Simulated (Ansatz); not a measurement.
## Electronic structure of C₂H₈FNOSi (SMILES CCO[SiH](N)F) in real space

The calculation's input:

```
crystal:
  periodic: [false, false, false]
  atoms:
    - { symbol: C, position_ang: [0.9039, -1.5265, 1.5106] }
    - { symbol: C, position_ang: [0.9571, -0.2901, 0.5658] }
    - { symbol: O, position_ang: [-0.3669, -0.0133, 0.0308] }
    - { symbol: Si, position_ang: [-0.429, 1.2704, -0.9987] }
    - { symbol: "N", position_ang: [-2.0428, 1.049, -1.665] }
    - { symbol: F, position_ang: [0.5478, 1.1189, -2.1854] }
    - { symbol: H, position_ang: [1.8579, -1.7278, 1.9297] }
    - { symbol: H, position_ang: [0.5095, -2.3388, 0.9565] }
    - { symbol: H, position_ang: [0.1591, -1.2565, 2.3566] }
    - { symbol: H, position_ang: [1.663, -0.5231, -0.2209] }
    - { symbol: H, position_ang: [1.3292, 0.5763, 1.1498] }
    - { symbol: H, position_ang: [-0.3726, 2.5608, -0.2781] }
    - { symbol: H, position_ang: [-2.7054, 0.8234, -0.8955] }
    - { symbol: H, position_ang: [-2.0237, 0.248, -2.2273] }
basis:
  gaussian: { orbitals: def2-SVP }
hamiltonian:
  xc: pbe0
relax:
  f_tol: 0.015
  max_steps: 40
output:
  orbitals: {}
```

Command:

```sh
ansatz run input.yaml --threads 2 --pin off --max-ram 3072MiB --backend cpu --events-out ev --progress --plain --runs-dir out
```

The fields are those of the relaxed geometry.

Method: RKS PBE0/def2-SVP in Ansatz.

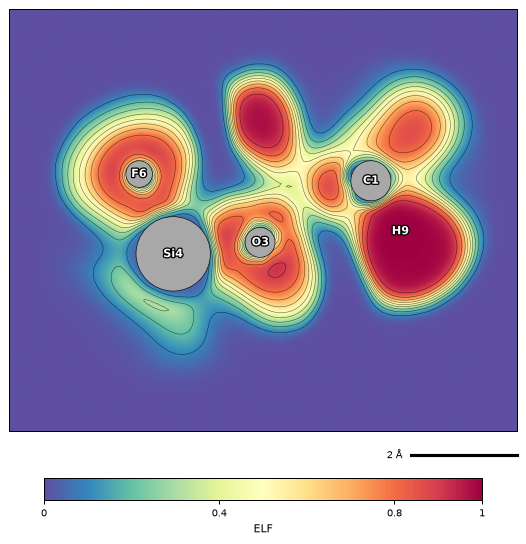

Figure 1. ELF on the plane of atoms O3, Si4 and F6. Grey discs cover the atomic cores.

Question: What do the fields say about this system?

Answer:
- The section cuts through C, O, Si, F and H sites.
- Si–F (1.63 Å): the ELF peaks at about 0.85 in the valence shell of F, 0.6 Å from its nucleus, and is about 0.45 at the midpoint.
- Si–O (1.65 Å): the ELF peaks at about 0.85 between the atoms: a polar covalent bond.
- C–H (1.10 Å): the ELF climbs to about 1 towards the hydrogen, as it does in any bond to H: an ordinary covalent bond to hydrogen.
- The ELF also peaks beside O3 and F6, away from the bonds: lone-pair regions.

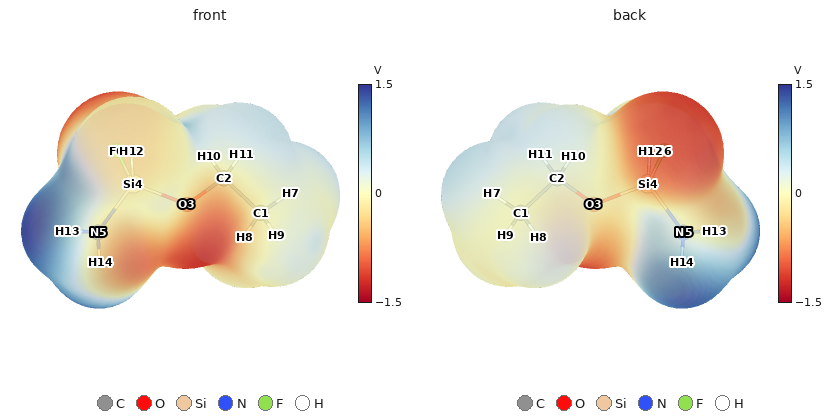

Figure 2. The molecular electrostatic potential painted on the density surface at 0.001 e/bohr³, seen from the front and from behind; the colour scale runs from red (negative) to blue (positive).

Question: Where is the surface potential most negative and most positive?

Answer: The most negative region (about −1.2 V, or −28 kcal/mol for a unit charge) lies over O3 and F6, the most positive (about +1.4 V, or +32 kcal/mol for a unit charge) over H13.

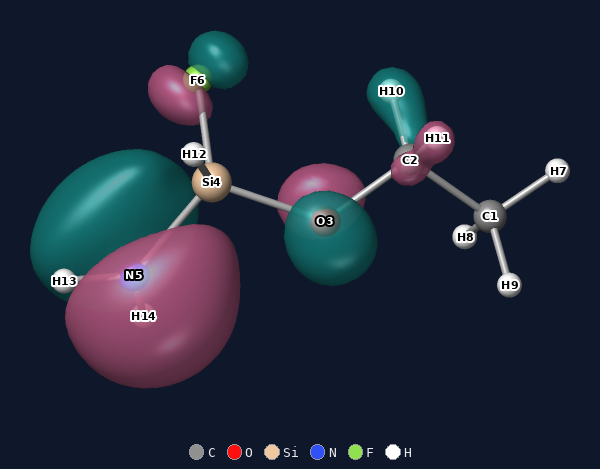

Figure 3. The HOMO at ±0.1 Å⁻³ᐟ² (teal and pink are the two phases), seen at a tilt.

Question: Where does this orbital lie, and at what energy?

Answer: Its weight (Hirshfeld) is mainly on N5 (about 65 %) and O3 (about 5 %); largely a lone pair of N5. Its energy is −7.71 eV.

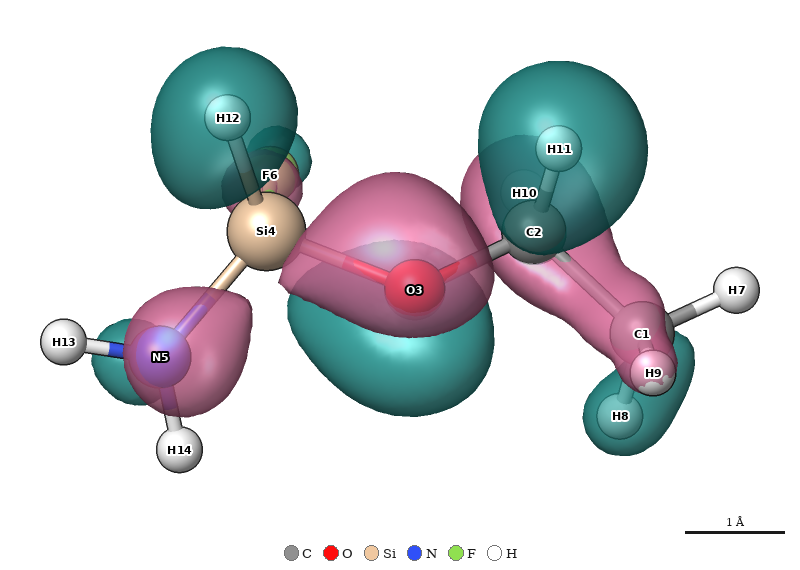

Figure 4. The HOMO−1 at ±0.1 Å⁻³ᐟ² (teal and pink are the two phases), seen across its widest extent.

Question: Describe this orbital and give its energy.

Answer: It lies mainly on O3 (about 45 %), C2 (about 15 %), H11 (about 10 %) and Si4 (about 10 %). Its energy is −8.13 eV.
